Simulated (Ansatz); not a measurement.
Computed with PBE (plane waves to 420 eV, PAW; Ansatz, a program for electronic structure).

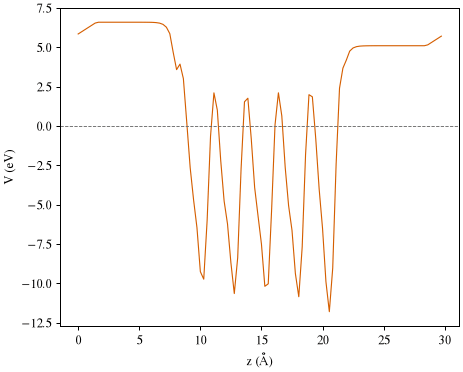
*Electrostatic potential energy of an electron, averaged over planes parallel to the surface, in eV from the Fermi level, for the (000-1) surface of wurtzite GaN, from a spin-polarised start, N-terminated, 2x2 with 1 H on 4 top atoms (bottom of the slab: 3 H on 4 bottom sites)*

Set-up: 44 atoms, 13.8 Å thick at the start with caps and adatoms (thin: gaps and levels are the slab's own); mesh 4x4x1; 0.025 eV smearing; dipole correction on; 8 atoms held, the rest relaxed; held to the start's symmetry, so lower structures may exist; spin-polarised from one start with parallel moments (other orders not tried), ending with about 2.0 μB a cell, a value that depends on the mesh; orders that need a larger cell were not tried, no spin-orbit, no U. The slab shows no gap on its mesh. It is one candidate, not shown to be the stable structure of the face.

Problem. The surface cell has an area of 35.88 Å². What dipole along the normal does the step between the two vacuum levels imply?

Solution. the top vacuum level lies 1.49 eV below the bottom one; p = −ε₀ A ΔV (ε₀ = 0.005526 e/(V·Å)) gives 0.30 e·Å a cell.
